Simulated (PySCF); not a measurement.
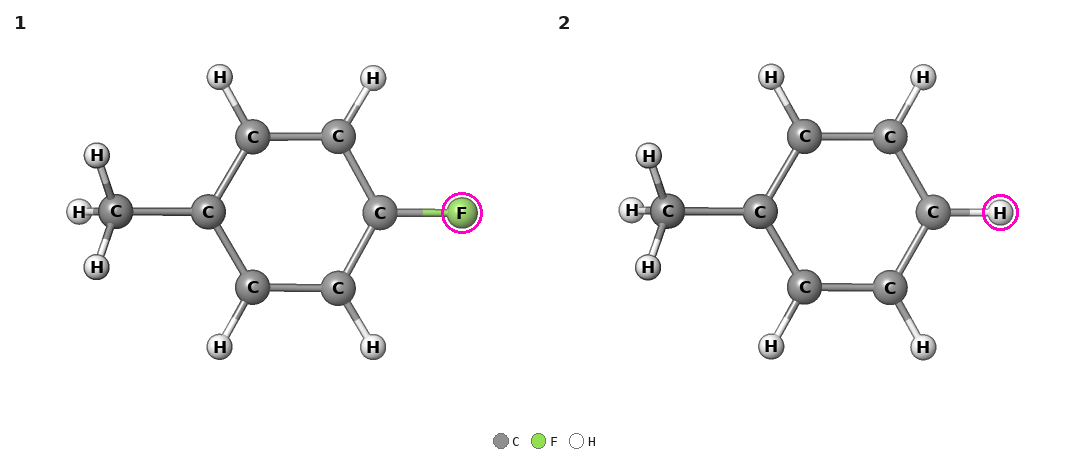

2 molecules with one skeleton, seen from the same side and at one scale; the atom that differs is circled. Each species is neutral and a spin singlet. Computed geometries: PBE0-D3(BJ)/def2-SVP optimisations, one conformation each. Properties computed with PySCF 2.14.0.

One atom differs, called X below: F in panel 1, H in panel 2. Their formulas are C7H7F (`Cc1ccc(F)cc1`), C7H8 (`Cc1ccccc1`).

### In which is the HOMO–LUMO gap larger (B3LYP/pcJ-1)?

In panel 2 (X = H).

### In which is the dipole moment larger (B3LYP/pcJ-1)?

In panel 1 (X = F).

Give the values. With PBE0-D3(BJ)/def2-SVP: length of X–C (Å), mean angle C–C–X (°). With B3LYP/pcJ-1: dipole moment (D), HOMO energy (Kohn–Sham orbital) (eV), HOMO–LUMO gap (eV). With PBE0/pcSseg-1: Hirshfeld charge of X (e), GIAO shielding of the C bonded to X (ppm).

| quantity | 1 (F) | 2 (H) | 2 − 1 |
| --- | --- | --- | --- |
| length of X–C (Å) | 1.334 | 1.093 | −0.241 |
| mean angle C–C–X (°) | 119.3 | 120.3 | +1.0 |
| dipole moment (D) | 1.85 | 0.38 | −1.47 |
| HOMO energy (Kohn–Sham orbital) (eV) | −6.68 | −6.73 | −0.05 |
| HOMO–LUMO gap (eV) | 6.03 | 6.41 | +0.38 |
| Hirshfeld charge of X (e) | −0.08 | 0.05 | +0.13 |
| GIAO shielding of the C bonded to X (ppm) | 15.8 | 53.5 | +37.7 |
